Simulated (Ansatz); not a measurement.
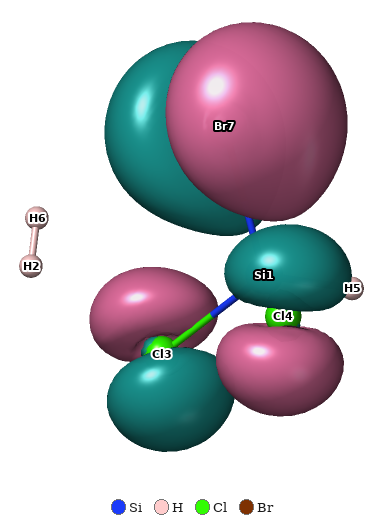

*BrCl2HSi···H2. The HOMO at ±0.08 Å⁻³ᐟ² (teal and pink are the two phases), seen at a tilt.*

The product side of a reaction path; geometry: PBE0-D4/def2-TZVP.

The calculation used Ansatz 0.2.0, RKS PBE0-D4/def2-TZVPP.

Input file:

```
crystal:
  periodic: [false, false, false]
  atoms:
    - {symbol: Si, position_ang: [0.556019, -1.002442, -0.308488]}
    - {symbol: H, position_ang: [-1.638040, 2.073676, 0.815703]}
    - {symbol: Cl, position_ang: [-1.001291, -0.701942, -1.576317]}
    - {symbol: Cl, position_ang: [-0.140616, -1.189746, 1.589607]}
    - {symbol: H, position_ang: [1.262024, -2.234256, -0.690024]}
    - {symbol: H, position_ang: [-0.985574, 2.361310, 0.595296]}
    - {symbol: Br, position_ang: [1.947378, 0.693401, -0.425677]}
basis:
  gaussian: {orbitals: def2-TZVPP}
hamiltonian: {xc: pbe0, dispersion: d4}
output: {orbitals: {seedname: orbitals}}
```

Command:

```sh
ansatz run in.yaml --threads 4 --pin off --events-out ev --progress --plain --max-ram 9574MiB
```

Describe this orbital and give its energy.

Answer. By Hirshfeld shares it lies mainly on Br7 (about 70 %), Cl4 (about 15 %) and Cl3 (about 10 %); largely a lone pair of Br7. Its energy is −8.93 eV.
